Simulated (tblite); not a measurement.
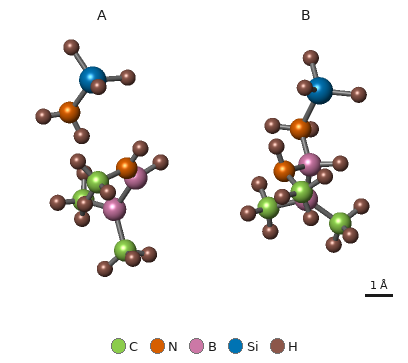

Two geometries of C$_{3}$H$_{16}$B$_{2}$N$_{2}$Si, drawn at one scale. One is the start of a relaxation, the other its converged end. The picture is a ball-and-stick view, seen from a free direction.

Method: GFN2-xTB geometry optimisation, gas phase in tblite 0.8.0. 

Which geometry has the lower energy?

Answer. Structure A is the relaxed one. An H atom moves most after the best rigid fit: 2.53 Å. By element the largest moves are H 2.53 Å, N 1.74 Å, B 1.23 Å, C 1.16 Å, Si 0.99 Å. Near-neighbour distances that change, for instance: B–N 1.543 → 3.477 Å, B–Si 2.781 → 4.038 Å, B–N 1.562 → 1.385 Å, N–Si 1.795 → 1.718 Å. Bonds break: B–N (1.54 → 3.48 Å). Among the angles between lasting bonds that change: C–N–B 111.8° → 127.3°, N–B–B 109.1° → 124.3°, B–B–H 107.8° → 121.2°. Groups turn about B–C by about 35°, B–C by about 20°. The energy falls by 1.444 eV in 276 geometry steps.
